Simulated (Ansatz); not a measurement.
**AlFH3NO: density, localisation and related maps**

Input

```
crystal:
  periodic: [false, false, false]
  atoms:
    - { symbol: Al, position_ang: [0.0, 0.0, 0.0] }
    - { symbol: F, position_ang: [0.0, 0.0, 1.69] }
    - { symbol: O, position_ang: [1.5415, 0.0, -0.89] }
    - { symbol: H, position_ang: [1.8414, -0.9519, -1.0449] }
    - { symbol: "N", position_ang: [-1.6627, 0.0, -0.96] }
    - { symbol: H, position_ang: [-2.3316, -0.8164, -0.8614] }
    - { symbol: H, position_ang: [-1.9118, 0.8164, -1.5886] }
basis:
  gaussian: { orbitals: def2-SVP }
hamiltonian:
  xc: r2scan
  dispersion: d4
relax:
  f_tol: 0.02
  max_steps: 40
output:
  orbitals: {}
```

Run with:

```sh
ansatz run input.yaml --threads 1 --pin off --max-ram 2048MiB --backend cpu --events-out ev --progress --plain --runs-dir out
```

The fields are those of the run's last geometry, not of the input's.

Method: RKS r2SCAN-D4/def2-SVP in Ansatz.

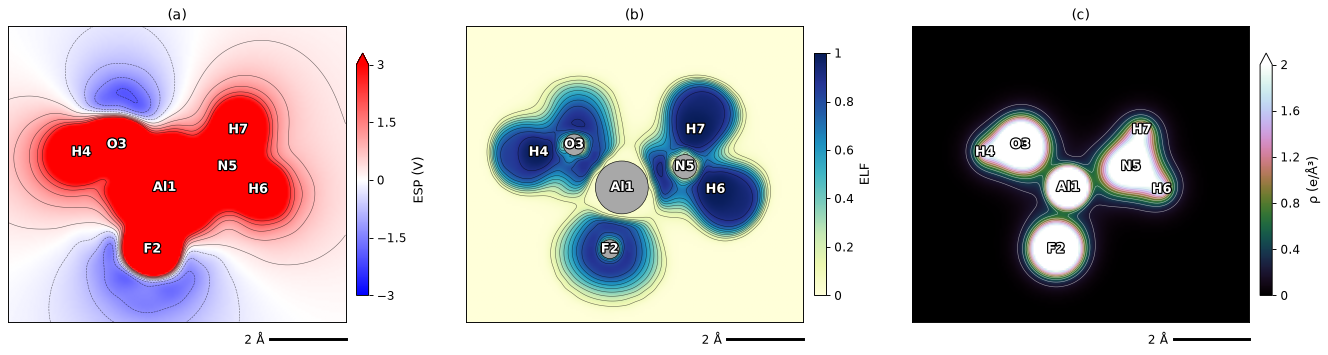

Figure 1. (a) molecular electrostatic potential; (b) ELF; (c) total electron density on the molecular plane. Grey discs cover the atomic cores in the ELF map.

Interpret the plot.

The section cuts through Al, F, O, H and N sites.
Al–F (1.66 Å): the density is about 0.78 e/Å³ at the midpoint; the ELF peaks at about 0.85 in the valence shell of F, 0.6 Å from its nucleus, and is about 0.25 at the midpoint.
Al–O (1.69 Å): ρ at the midpoint is about 0.85 e/Å³; the ELF peaks at about 0.85 in the valence shell of O, 0.6 Å from its nucleus, and is about 0.40 at the midpoint.
Al–N (1.76 Å): ρ at the midpoint is about 0.86 e/Å³; the ELF peaks at about 0.90 in the valence shell of N, 0.7 Å from its nucleus, and is about 0.60 at the midpoint.
O–H (0.96 Å): ρ is about 3.6 e/Å³ halfway; the ELF climbs to about 1 towards the hydrogen, as it does in any bond to H (a covalent bond by its length).
N–H (1.01 Å): ρ at the midpoint is about 2.7 e/Å³; the ELF climbs to about 1 towards the hydrogen: an ordinary covalent bond to hydrogen.
The ELF also peaks beside F2 and O3, away from the bonds: lone-pair regions.
Outside the dense part of the molecule the potential is most negative (−2.0 V) near O3.

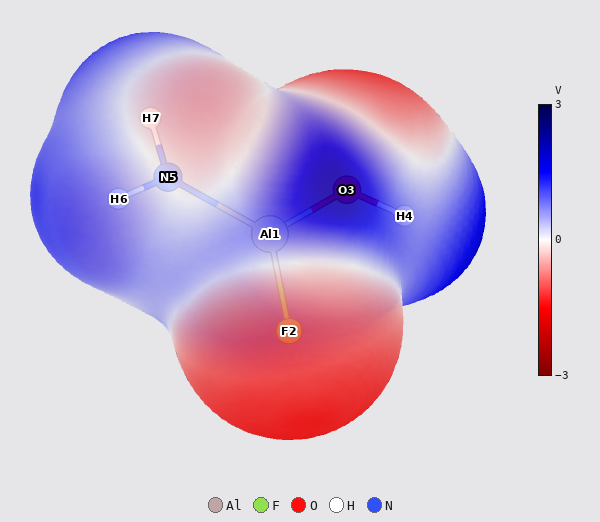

Figure 2. The electrostatic potential painted on the density surface at 0.001 e/bohr³, seen at a tilt; red is negative and blue positive.

Which sites attract a positive test charge, and which a negative one?

A positive charge is drawn to the negative regions and a negative charge to the positive ones. The most negative region (about −1.4 V) lies over F2 and O3, the most positive (about +2.0 V) over Al1.

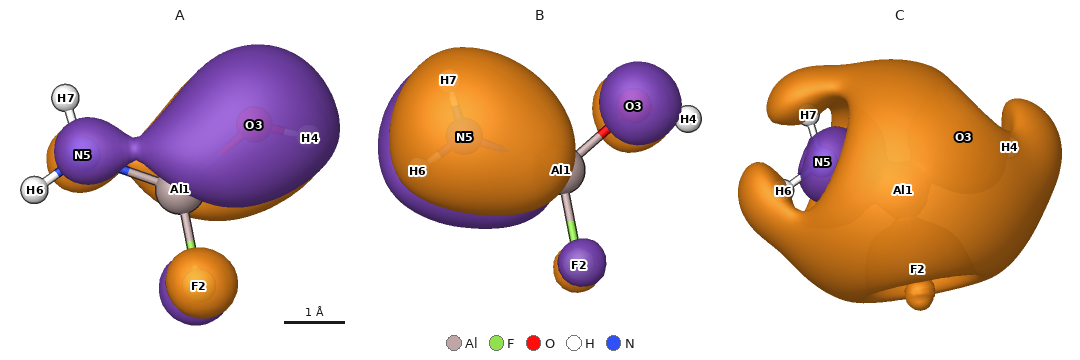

Figure 3. Three frontier orbitals at ±0.06 Å⁻³ᐟ² (orange and purple are the two phases), in no order.

Order the three orbitals by energy and name them.

A is the HOMO−1 (−7.66 eV). It lies mainly on O3 (about 80 %); it changes sign across the molecular plane (π type). B is the HOMO (−6.14 eV). Its weight (Hirshfeld) is mainly on N5 (about 70 %); it changes sign across the molecular plane (π type). C is the LUMO (−0.38 eV). It lies mainly on Al1 (about 60 %), O3 (about 10 %), N5 (about 10 %) and F2 (about 10 %); it is symmetric in the molecular plane (an in-plane orbital: σ, lone-pair or in-plane π type).

What is the HOMO–LUMO gap?

5.76 eV between the orbital energies.
